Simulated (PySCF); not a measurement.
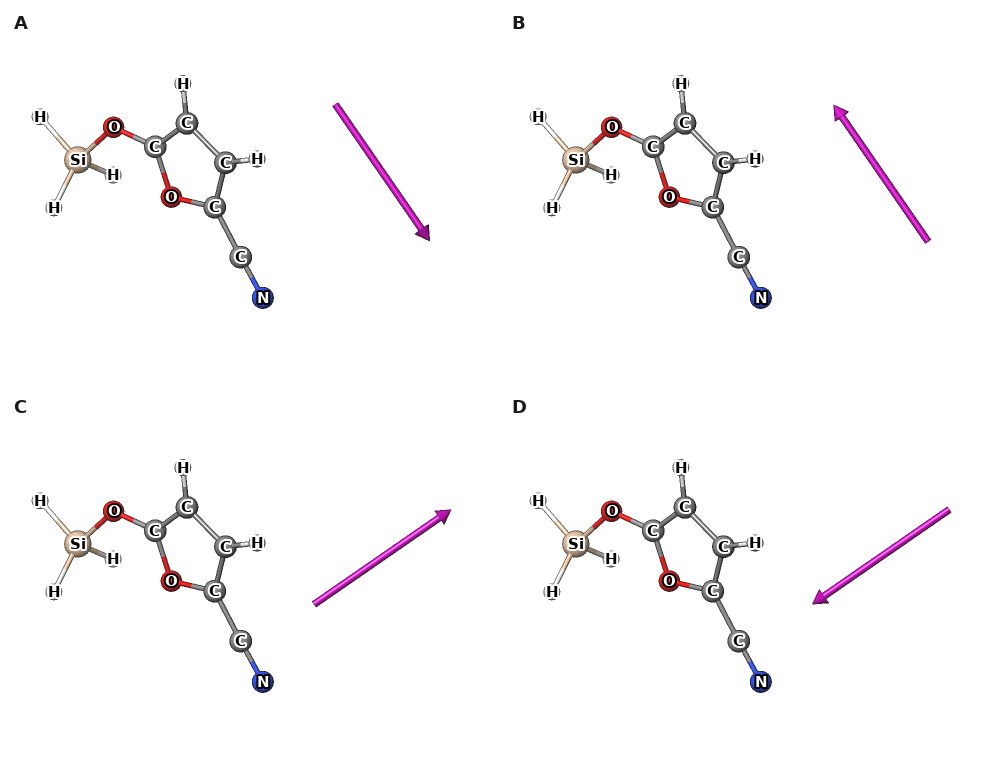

The same molecule four times, each with an arrow. The computed structure is the end point of a GFN2-xTB optimisation. No frequency run is at hand to confirm it as a minimum. Properties computed with CAM-B3LYP/def2-SVPD, gas phase (PySCF 2.14.0).

Question: Which arrow points along the dipole moment, from the negative to the positive end?

Answer: B. The dipole moment is 4.61 D.

The geometry is semi-empirical. Around Si such bond lengths and angles can be off by a tenth of an ångström or more and by several degrees, and values that hang on the shape move with them.
